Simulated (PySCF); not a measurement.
## Electronic structure of C$_{7}$H$_{7}$Cl$_{3}$Zr in real space

Input

```
{"job": {"kind": "uv", "xc": "CAM-B3LYP", "basis": "def2-SVPD", "ip": false, "nstates": 10}, "charge": 0, "multiplicity": 1}
Zr     0.662670     0.961927    -1.786813
C      0.909404     1.801232     0.277688
C      0.244922     0.556439     0.648632
C     -1.169027     0.477225     0.718940
C     -1.813663    -0.747672     0.831355
C     -1.081018    -1.936590     0.849925
C      0.308027    -1.888359     0.770139
C      0.966074    -0.664867     0.656907
H      0.347749     2.723260     0.472169
H      1.969062     1.882993     0.555314
H     -1.752092     1.402415     0.694930
H     -2.904151    -0.778046     0.886370
H     -1.595043    -2.897144     0.918047
H      0.889751    -2.812585     0.775002
H      2.059587    -0.640241     0.601951
Cl     2.866687     0.806796    -2.550176
Cl    -0.411056     2.750157    -2.829571
Cl    -0.554193    -0.980032    -2.413050
```

Launched as:

```sh
OMP_NUM_THREADS=1 python probes_run.py task.json out
```

Geometry: PBE0-D3(BJ)/def2-SVP; core potentials replace the inner electrons of Zr.

Theory: CAM-B3LYP/def2-SVPD, SCF density, gas phase, scalar-relativistic core potentials on the heavy atoms (PySCF 2.14.0).

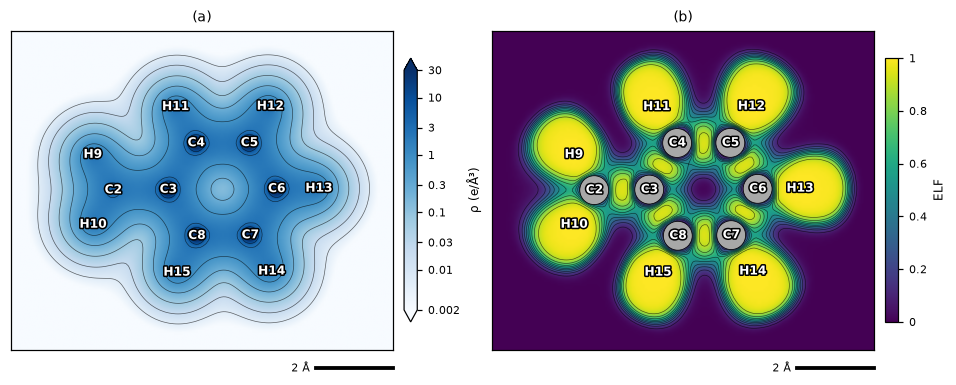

Figure 1. (a) electron density; (b) ELF on the plane of atoms C3, C4 and C5. Grey discs cover the atomic cores in the ELF map.

### Interpret the plot.

Atoms in the plane: C and H. C–C (1.39 Å): the density is about 2.1 e/Å³ at the midpoint; the ELF peaks at about 0.95 between the atoms: localised, covalent bonding. C–H (1.09 Å): the density is about 2 e/Å³ at the midpoint; the ELF climbs to about 1 towards the hydrogen, as it does in any bond to H (a covalent bond by its length). C–C (1.46 Å): ρ is about 1.8 e/Å³ halfway; the ELF peaks at about 0.95 between the atoms, as expected for localised, covalent bonding.

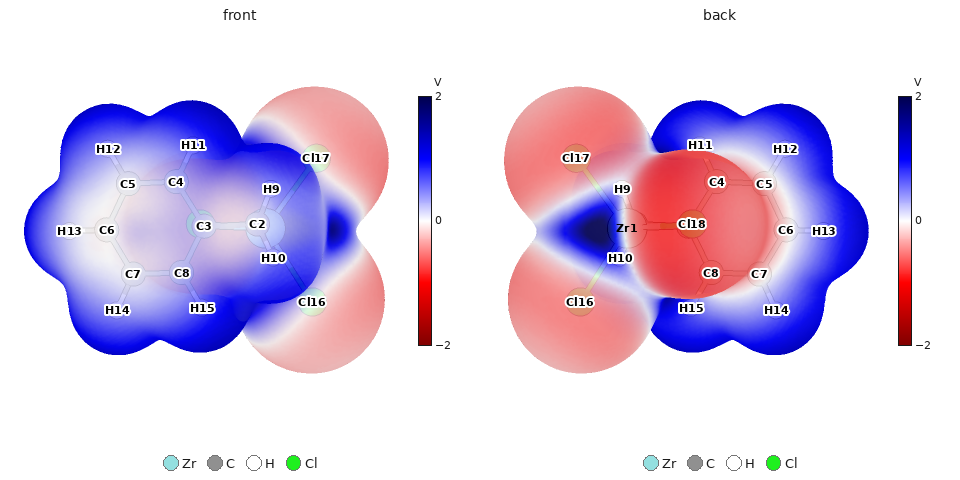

Figure 2. The electrostatic potential painted on the density surface at 0.002 e/bohr³, seen from the front and from behind; the colour scale runs from red (negative) to blue (positive).

### Where is the surface potential most negative and most positive?

The most negative region (about −0.8 V, or −18 kcal/mol for a unit charge) lies over Cl18, the most positive (about +1.8 V, or +42 kcal/mol for a unit charge) over Zr1.
